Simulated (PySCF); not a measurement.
**GeAsNH6 (SMILES [NH2][GeH2][AsH2]) at 4 levels**

Aim: a comparison of 4 runs (HF/STO-3G, HF/3-21G, PBE0/def2-SVP, CCSD/STO-3G) of GeAsNH6. Input form: a Python script.

Program for the calculation: PySCF 2.14.0.

### Step 1. The molecule

GeAsNH6: 9 atoms, total charge 0, spin state singlet. As SMILES, `[NH2][GeH2][AsH2]`. Geometry: a GFN2-xTB relaxation, a rough one for these elements and not checked as a minimum. This is one conformer, not always the lowest.

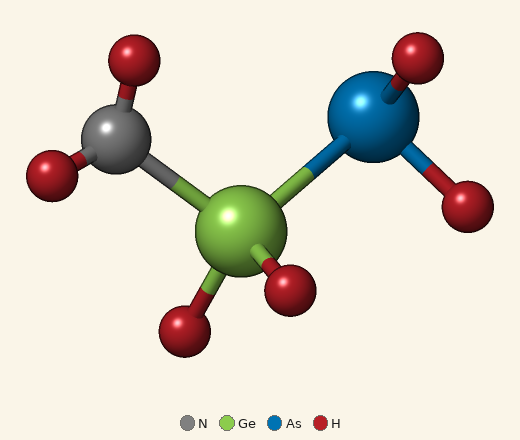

The structure, seen from a chosen angle (nitrogen grey, germanium green, arsenic blue, hydrogen red).

### Step 2. Energy and forces at HF/STO-3G (run 1)

job.py

```python
from pyscf import gto, scf

mol = gto.Mole()
mol.atom = '''
N     -1.091400     0.705140    -1.065940
Ge     0.261190     0.537030     0.150030
As    -0.179420    -1.405520     1.453540
H     -1.040390     1.489150    -1.699890
H     -1.311810    -0.119100    -1.607780
H      0.182550     1.850590     0.906690
H      1.637560     0.613400    -0.533910
H      0.339620    -2.293910     0.352900
H      1.202100    -1.376770     2.044370
'''
mol.max_memory = 1860
mol.verbose = 3
mol.basis = 'sto-3g'
mol.build()

mf = scf.RHF(mol)
mf.conv_tol = 1e-10
mf.kernel()
if not mf.converged:
    mf = mf.newton().run(mf.mo_coeff, mf.mo_occ)

e_tot = mf.e_tot
print(f'total energy: {e_tot:.8f} hartree')
grad = mf.nuc_grad_method().kernel()
dip = mf.dip_moment()
pop, q = mf.mulliken_pop()
```

The run is started by

```sh
$ OMP_NUM_THREADS=1 python job.py
```

Output:

```text
converged SCF energy = -4318.30312412827
total energy: -4318.30312413 hartree
[... 8 lines left out ...]
Dipole moment(X, Y, Z, Debye):  1.69430, -0.46006, -0.91679
[... 57 lines left out ...]
charge of    8H =     -0.09637
```

Run time: 6.6 s. Hardware: 1 thread of Intel Xeon at 2.70GHz, shared host; peak memory 0.12 GiB.

### Step 3. Energy and forces at HF/3-21G (run 2)

calc.py

```python
import pyscf.grad
from pyscf import gto, scf

mol = gto.M(
    atom='''
N     -1.091400     0.705140    -1.065940
Ge     0.261190     0.537030     0.150030
As    -0.179420    -1.405520     1.453540
H     -1.040390     1.489150    -1.699890
H     -1.311810    -0.119100    -1.607780
H      0.182550     1.850590     0.906690
H      1.637560     0.613400    -0.533910
H      0.339620    -2.293910     0.352900
H      1.202100    -1.376770     2.044370
''',
    basis='3-21g',
    verbose=4,
    charge=0,
    max_memory=1860,
)

mf = scf.RHF(mol)
mf.conv_tol = 1e-10
mf.kernel()
if not mf.converged:
    mf = mf.newton().run(mf.mo_coeff, mf.mo_occ)

etot = mf.e_tot
print('Final energy', etot)
grad = mf.Gradients().kernel()
dip = mf.dip_moment()
pop, q = mf.mulliken_pop()
```

The run is started by

```sh
$ OMP_NUM_THREADS=1 python calc.py
```

Output:

```text
PySCF version 2.14.0

[... 63 lines left out ...]
converged SCF energy = -4346.37871548137
Final energy -4346.37871548137
[... 11 lines left out ...]
Dipole moment(X, Y, Z, Debye):  1.14704, -0.28321, -1.43775
[... 75 lines left out ...]
charge of    8H =     -0.09348
```

Wall time 5.1 s (1 thread of Intel Xeon at 2.70GHz, shared host); peak memory 0.14 GiB.

Run 3 isn't shown in full; the table further down has it.

### Step 4. The energy at CCSD/STO-3G (run 4)

geometry.xyz

```xyz
9

N     -1.091400     0.705140    -1.065940
Ge     0.261190     0.537030     0.150030
As    -0.179420    -1.405520     1.453540
H     -1.040390     1.489150    -1.699890
H     -1.311810    -0.119100    -1.607780
H      0.182550     1.850590     0.906690
H      1.637560     0.613400    -0.533910
H      0.339620    -2.293910     0.352900
H      1.202100    -1.376770     2.044370
```

run.py

```python
# [NH2][GeH2][AsH2]
from pyscf import gto, scf, cc

mol = gto.M(
    atom='geometry.xyz',
    verbose=4,
    basis='sto-3g',
    max_memory=1860,
)

calc0 = scf.RHF(mol)
calc0.conv_tol = 1e-10
calc0.kernel()
if not calc0.converged:
    calc0 = calc0.newton().run(calc0.mo_coeff, calc0.mo_occ)

mycc = cc.CCSD(calc0, frozen=19)
mycc.kernel()
e_tot = mycc.e_tot
print('E = %.10f Eh' % e_tot)
calc0.analyze()
```

The run is started by

```sh
$ OMP_NUM_THREADS=1 python run.py
```

Output:

```text
PySCF version 2.14.0

[... 94 lines left out ...]
One-electron Energy =                -6937.470963905847384
[... 11 lines left out ...]
MO #7   energy= -49.3484332638671  occ= 2
[... 9 lines left out ...]
MO #17  energy= -4.53046123085201  occ= 2
[... 9 lines left out ...]
MO #27  energy= -0.672143757741348 occ= 2
[... 9 lines left out ...]
MO #37  energy= -0.36523936015248  occ= 2
[... 9 lines left out ...]
MO #47  energy= 0.775066564971213  occ= 0
[... 59 lines left out ...]
Dipole moment(X, Y, Z, Debye):  1.69430, -0.46006, -0.91679
```

Wall time 1.9 s (1 thread of Intel Xeon at 2.70GHz, shared host); peak memory 0.12 GiB.

### Step 5. The series

| run | level | integration grid | task | energy (Eh) | dipole moment (D) of the reference | HOMO energy (eV) | LUMO energy (eV) | wall time |
| --- | --- | --- | --- | --- | --- | --- | --- | --- |
| 1 | HF/STO-3G | – | gradient | -4318.303124 | 1.98 | -7.48 | 9.05 | 6.6 s |
| 2 | HF/3-21G | – | gradient | -4346.378715 | 1.86 | -9.75 | 3.48 | 5.1 s |
| 3 | PBE0/def2-SVP | 5 | gradient | -4370.063194 | 1.33 | -6.89 | 0.28 | 61 s |
| 4 | CCSD/STO-3G | – | energy | -4318.458121 | 1.98 | -7.48 | 9.05 | 1.9 s |

### Step 6. What came out

```
                                           quantity           value
                                run 4: total energy  -4318.45812 Eh
        run 4: dipole moment (Hartree–Fock density)          1.98 D
         run 4: HOMO energy (Hartree–Fock orbitals)        -7.48 eV
         run 4: LUMO energy (Hartree–Fock orbitals)         9.05 eV
       run 4: HOMO–LUMO gap (Hartree–Fock orbitals)        16.54 eV
run 4: correlation energy (19 core orbitals frozen)      -155.0 mEh
                               run 4: T1 diagnostic           0.005
```

Over runs 1, 2, 3 the dipole moment (its size) runs from 1.33 D (PBE0/def2-SVP) to 1.98 D (HF/STO-3G). The two ends differ in method and basis. Over runs 1, 2, 3 the HOMO–LUMO gap runs from 7.17 eV (PBE0/def2-SVP) to 16.54 eV (HF/STO-3G). In runs 1, 4 the basis is minimal, so the values are rough. All runs together took 75 s, the longest 61 s.
